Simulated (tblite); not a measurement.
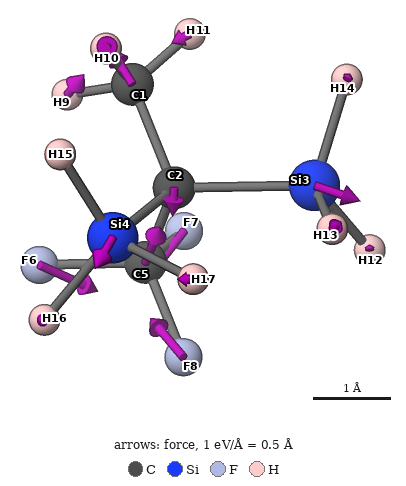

Starting geometry of C₃H₉F₃Si₂ with the computed forces as purple arrows. A ball-and-stick model, seen from a free direction.

Method: tblite, GFN2-xTB geometry optimisation, gas phase. 

What follows when this structure is relaxed?

Answer. It isn't relaxed: the largest force vector, on F6, is 1.98 eV/Å. The final displacements have little in common with the starting forces (cosine between the two patterns 0.15). The atom that moves furthest after the best rigid fit is H12 (1.41 Å). Largest moves by element: H 1.41 Å, F 0.46 Å, C 0.29 Å, Si 0.20 Å. Near-neighbour distances that change, for instance: C2–Si3 1.872 → 1.919 Å, C5–F6 1.391 → 1.351 Å, C2–C5 1.527 → 1.493 Å, C1–C2 1.499 → 1.532 Å. Bond angles that change, for instance: Si3–C2–Si4 105.6° → 113.4°, C2–C5–F6 106.1° → 113.8°, F7–C5–F8 111.5° → 105.2°. Groups turn about C2–Si3 by about 55°, C2–Si4 by about 50°, C1–C2 by about 35°. Over 163 geometry steps the energy falls by 0.873 eV.
